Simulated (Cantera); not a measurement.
Input: 1 mol Si, 1.9 mol Cl₂, a varied amount of H₂, at 777 °C and 58000 Pa.

Cantera equilibrium calculation (NASA polynomials, part measured and part estimated; ideal gas, pure solids and liquids). Candidate condensed phases: Si; 19 gas species. The tables' values for SiCl₃ are old estimates; treat these amounts as uncertain. Equilibrium is a limit: real reactors are often held back by kinetics, nucleation or transport.

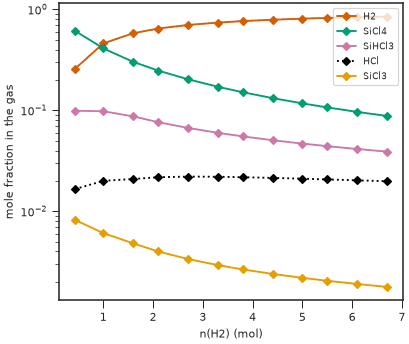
Figure. Equilibrium gas composition (values under 1e-9 drawn at 1e-9)

Q: Read off the mole fractions at 3.8 mol H₂.

A: H₂ about 0.77, SiCl₄ about 0.15, SiHCl₃ about 0.055, HCl about 0.022, SiCl₃ about 0.0027.
